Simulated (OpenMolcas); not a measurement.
Run report: Pd²⁺ complex, multiconfigurational calculation

System: Pd²⁺ with 4 ligands (Cl; square, 2.26 Å), neutralised by 4 outer point charges of +0.5 e, whose field is part of the energies.
Method: state-averaged SS-CASPT2, IPEA shift 0.25, imaginary shift 0.1 hartree, closed shells 4s 4p of the metal and the valence shells of the ligands correlated, active space 8 electrons in the shell 4d, basis ANO-RCC-VTZP on the metal and ANO-RCC-VDZP on the ligands, DKH2 scalar Hamiltonian, spin-orbit coupling by RASSI with atomic mean-field integrals (OpenMolcas).

**Results in brief**

- outcome: converged
- energy of the lowest spin-free term: −6887.60678 hartree
- energy of the lowest spin-orbit level: −6887.60798 hartree
- CASPT2 correlation energy: −1.3080 hartree
- largest spread among components of a term: 7.3 cm⁻¹
- lowest reference weight: 0.679
- hardware: 1 thread of Arm Neoverse V2, 24 GiB of memory available, shared host
- wall time: 51 s
- peak memory: 0.4 GiB

**Notes**

Caveats: distances are set from ionic radii, not optimised.

**Input**
```
&GATEWAY
Coord
5

Pd 0.0 0.0 0.0
Cl 2.260000 0.000000 0.000000
Cl 0.000000 2.260000 0.000000
Cl -2.260000 0.000000 0.000000
Cl 0.000000 -2.260000 0.000000
Basis=Pd.ANO-RCC-VTZP,Cl.ANO-RCC-VDZP
Group=XYZ
NoMove
AngMom=0.0 0.0 0.0
AMFI
RICD
XField
2 Angstrom 0
4.660000 0.000000 0.000000 0.500000
0.000000 4.660000 0.000000 0.500000
&SEWARD
&RASSCF
FileOrb=start.orb
Symmetry=1
Spin=3
nActEl=8 0 0
Inactive=27 27
Ras2=5 0
CIRoot=10 10 1
SDav=10
CIMx=300
Iter=150 100
PrWF=0.3
OrbListing=Nothing
MaxOrb=0
LevShft=1.0
>>> COPY $Project.JobIph JOB001
&RASSCF
FileOrb=start.orb
Symmetry=1
Spin=1
nActEl=8 0 0
Inactive=27 27
Ras2=5 0
CIRoot=15 15 1
SDav=15
CIMx=300
Iter=150 100
PrWF=0.3
OrbListing=Nothing
MaxOrb=0
LevShft=1.0
>>> COPY $Project.JobIph JOB002
&RASSI
NrOfJobIphs=2 10 15
1 2 3 4 5 6 7 8 9 10
1 2 3 4 5 6 7 8 9 10 11 12 13 14 15
IphNames
JOB001
JOB002
EJob
SpinOrbit
DIPRint=1.0
SOCoupling=1000.0
Subsets=2
Property=9
'ANGMOM' 1 'ANGMOM' 2 'ANGMOM' 3 'MLTPL  1' 1 'MLTPL  1' 2 'MLTPL  1' 3
'AMFI' 1 'AMFI' 2 'AMFI' 3
SOProperty=3
'ANGMOM' 1 'ANGMOM' 2 'ANGMOM' 3
>>> COPY JOB001 $Project.JobIph
&CASPT2
Multistate=10 1 2 3 4 5 6 7 8 9 10
NoMult
Frozen=18 16
IPEA=0.25
Imaginary=0.1
MaxIter=60
WThr=0.0 0.3 0.05
PrWF=0.5
NoMix
>>> COPY JOB002 $Project.JobIph
&CASPT2
Multistate=15 1 2 3 4 5 6 7 8 9 10 11 12 13 14 15
NoMult
Frozen=18 16
IPEA=0.25
Imaginary=0.1
MaxIter=60
WThr=0.0 0.3 0.05
PrWF=0.5
NoMix
```

The file start.orb holds starting orbitals from an earlier step. A driver script formed the levels outside the program, from RASSI's spin-orbit matrix and the CASPT2 energies (for multi-state variants, the effective Hamiltonian), averaged over the components of each term or state. The log and the time are those of the CASPT2 step.

Launched with:
```bash
OMP_NUM_THREADS=1 MOLCAS_MEM=2457 MOLCAS_PROJECT=a pymolcas a.inp > a.log  # once for each step of the input, in one work folder
```

**The program's output (extracts)**
```
--- CASPT2 ---
Orbital specifications:
      -----------------------

      Symmetry species                           1   2
                                                ag  au
      Frozen orbitals                           18  16
      Inactive orbitals                          9  11
      Active orbitals                            5   0
      Secondary orbitals                        40  41
      Deleted orbitals                           0   0
      Number of basis functions                 72  68
Type of calculation                        SS-CASPT2
      Fock operator                              state-specific
      IPEA shift                                 0.25
      Real shift                                 0.00
      Imaginary shift                            0.10
      The input orbitals will be transformed to quasi-canonical
Reference energy:       -6886.2668269424
      E2 (Non-variational):      -1.2625241747
      Shift correction:          -0.0016110697
      E2 (Variational):          -1.2641352444
      Total energy:           -6887.5309621868
      Residual norm:              0.0000002247
      Reference weight:           0.71496
      Contributions to the CASPT2 correlation energy
      Active & Virtual Only:         -0.1949837228
      One Inactive Excited:          -0.3522377074
      Two Inactive Excited:          -0.7153027446
Reference energy:       -6886.2644971920
      E2 (Non-variational):      -1.2739443399
      Shift correction:          -0.0017698072
      E2 (Variational):          -1.2757141471
      Total energy:           -6887.5402113391
      Residual norm:              0.0000004315
      Reference weight:           0.70933
      Contributions to the CASPT2 correlation energy
      Active & Virtual Only:         -0.1986619956
      One Inactive Excited:          -0.3527446324
      Two Inactive Excited:          -0.7225377119
::    CASPT2 Root  1     Total energy:  -6887.53096219
::    CASPT2 Root  2     Total energy:  -6887.54021134
::    CASPT2 Root  3     Total energy:  -6887.54021192
::    CASPT2 Root  4     Total energy:  -6887.52864433
::    CASPT2 Root  5     Total energy:  -6887.43967411
::    CASPT2 Root  6     Total energy:  -6887.43970729
::    CASPT2 Root  7     Total energy:  -6887.42587560
::    CASPT2 Root  8     Total energy:  -6887.42175616
::    CASPT2 Root  9     Total energy:  -6887.39136958
::    CASPT2 Root 10     Total energy:  -6887.39136958
--- CASPT2 ---
Orbital specifications:
      -----------------------

      Symmetry species                           1   2
                                                ag  au
      Frozen orbitals                           18  16
      Inactive orbitals                          9  11
      Active orbitals                            5   0
      Secondary orbitals                        40  41
      Deleted orbitals                           0   0
      Number of basis functions                 72  68
Type of calculation                        SS-CASPT2
      Fock operator                              state-specific
      IPEA shift                                 0.25
      Real shift                                 0.00
      Imaginary shift                            0.10
      The input orbitals will be transformed to quasi-canonical
Reference energy:       -6886.2987513837
      E2 (Non-variational):      -1.3063053427
      Shift correction:          -0.0017282706
      E2 (Variational):          -1.3080336132
      Total energy:           -6887.6067849970
      Residual norm:              0.0000001525
      Reference weight:           0.70551
      Contributions to the CASPT2 correlation energy
      Active & Virtual Only:         -0.2029528185
      One Inactive Excited:          -0.3651575252
      Two Inactive Excited:          -0.7381949990
Reference energy:       -6886.2217345573
      E2 (Non-variational):      -1.2837248266
      Shift correction:          -0.0017875160
      E2 (Variational):          -1.2855123426
      Total energy:           -6887.5072468999
      Residual norm:              0.0000003053
      Reference weight:           0.70764
      Contributions to the CASPT2 correlation energy
      Active & Virtual Only:         -0.1902137905
      One Inactive Excited:          -0.3736056730
      Two Inactive Excited:          -0.7199053631
::    CASPT2 Root  1     Total energy:  -6887.60678500
::    CASPT2 Root  2     Total energy:  -6887.50724690
::    CASPT2 Root  3     Total energy:  -6887.51948356
::    CASPT2 Root  4     Total energy:  -6887.51948353
::    CASPT2 Root  5     Total energy:  -6887.51820315
::    CASPT2 Root  6     Total energy:  -6887.41239053
::    CASPT2 Root  7     Total energy:  -6887.40600191
::    CASPT2 Root  8     Total energy:  -6887.40672473
::    CASPT2 Root  9     Total energy:  -6887.40672474
::    CASPT2 Root 10     Total energy:  -6887.39817381
::    CASPT2 Root 11     Total energy:  -6887.39155725
::    CASPT2 Root 12     Total energy:  -6887.36973758
::    CASPT2 Root 13     Total energy:  -6887.36973759
::    CASPT2 Root 14     Total energy:  -6887.36364193
::    CASPT2 Root 15     Total energy:  -6887.32687927
```

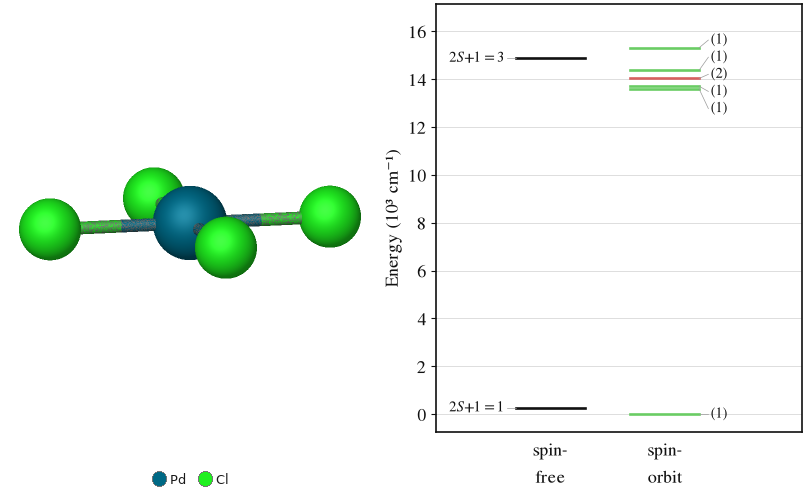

Pd²⁺ (4d⁸) with 4 ligands, Cl⁻, at 2.26 Å (arrangement: square, D4h), neutralised by outer point charges of +0.5 e, and its levels. Labels give the representation in O, Td, D4 or D3 as the site allows (double group for half-integer spin) where it could be assigned and, in brackets, the degeneracy; spin-free states, where drawn, share the zero of the spin-orbit levels. The ground level is non-degenerate, 98 % from states of spin multiplicity 1. The next level lies at 13,600 cm⁻¹.
